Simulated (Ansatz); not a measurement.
## Electronic structure of H4OSi···Cl (doublet) in real space

```xyz
7

Si    0.1397    0.0043    0.0485
H     0.9868    0.0510    1.2725
H     1.1214    0.0220   -1.0864
H    -0.7097    1.2355    0.0320
O    -0.6767   -1.4453   -0.1009
H    -1.3149   -1.5963    0.6286
Cl   -0.8947   -0.2873    2.9767
```

Not at a stationary point (largest force 0.9 eV/Å).

All numbers below come from Ansatz 0.2.0, UKS PBE-D4/6-31G*.

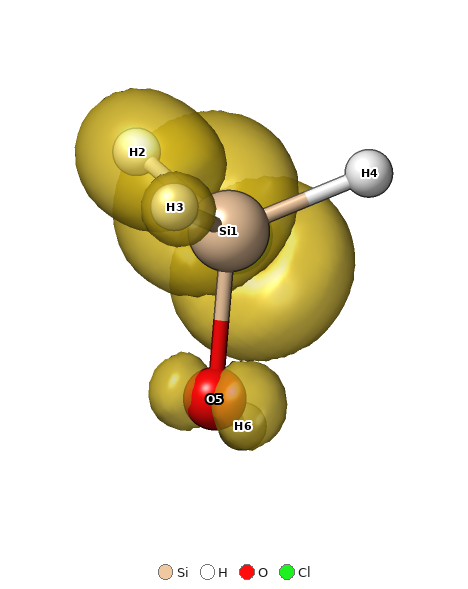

Figure 1. Isosurface of the spin density at +0.03 e/Å³ (yellow), seen at an oblique angle.

Describe the spin distribution.

Answer. The unpaired spin (1 electron) lies mostly on Cl7 (about 0.7), H2 (about 0.1) and Si1 (about 0.1), in electrons by Hirshfeld's partition.

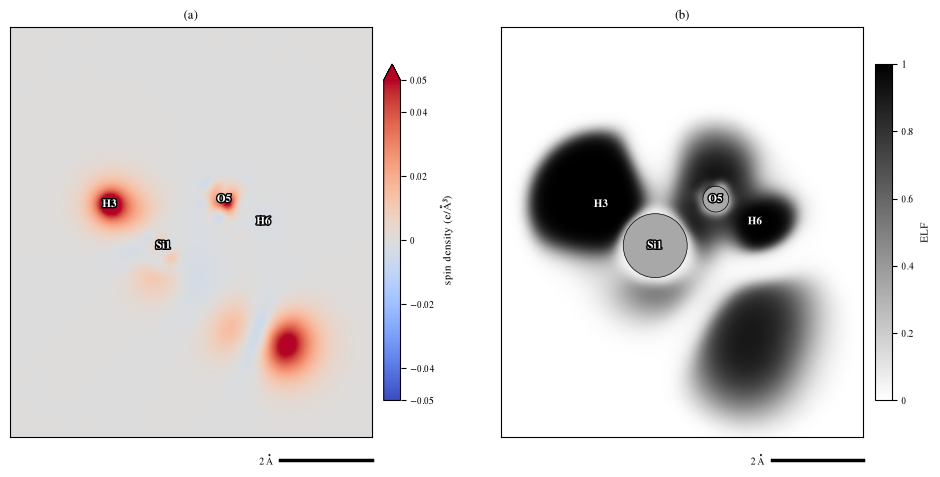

Figure 2. (a) spin density (α minus β); (b) electron localisation function on the plane of atoms Si1, O5 and H6. Grey discs cover the atomic cores in the ELF map.

What do the fields say about this system?

Answer. Atoms in the plane: Si, H and O. Si–O (1.67 Å): the ELF peaks at about 0.85 between the atoms, as expected for a polar covalent bond. O–H (0.98 Å): the ELF climbs to about 1 towards the hydrogen, as it does in any bond to H (an ordinary covalent bond to hydrogen). Si–H (1.50 Å): the ELF climbs to about 1 towards the hydrogen. The ELF also peaks beside O5, away from the bonds: non-bonding electrons, paired or unpaired.

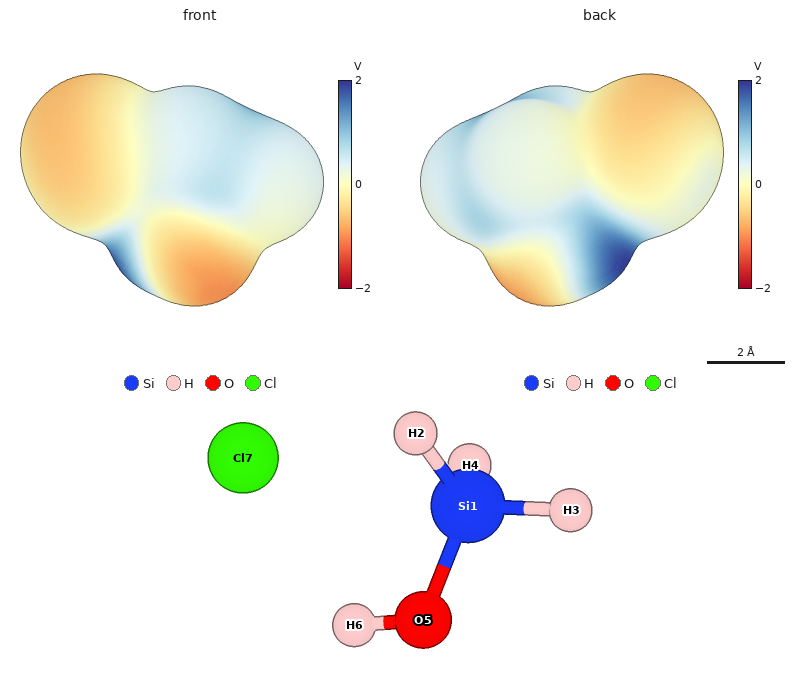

Figure 3. The molecular electrostatic potential painted on the density surface at 0.001 e/bohr³, seen from the front and from behind; red is negative and blue positive. The bare structure is drawn below in the same view.

Describe the electrostatic potential map.

Answer. The most negative region (about −1.0 V, or −23 kcal/mol for a unit charge) lies over O5, the most positive (about +1.9 V, or +44 kcal/mol for a unit charge) over H6.

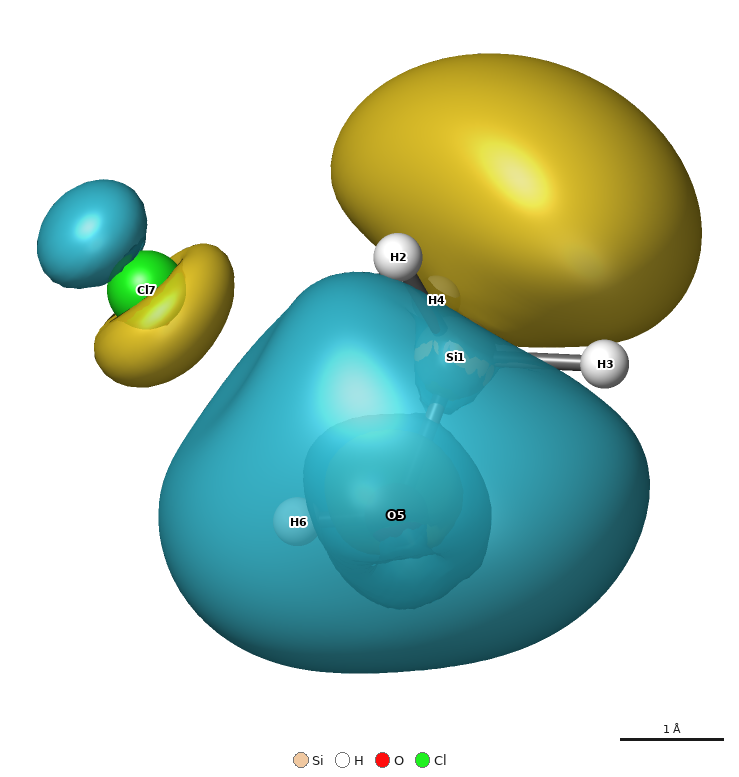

Figure 4. The LUMO (α) at ±0.06 Å⁻³ᐟ² (yellow and cyan are the two phases), seen across its widest extent.

What is the character of this orbital?

Answer. By Hirshfeld shares it lies mainly on Si1 (about 55 %), O5 (about 15 %) and H6 (about 10 %). Its energy is −0.75 eV.
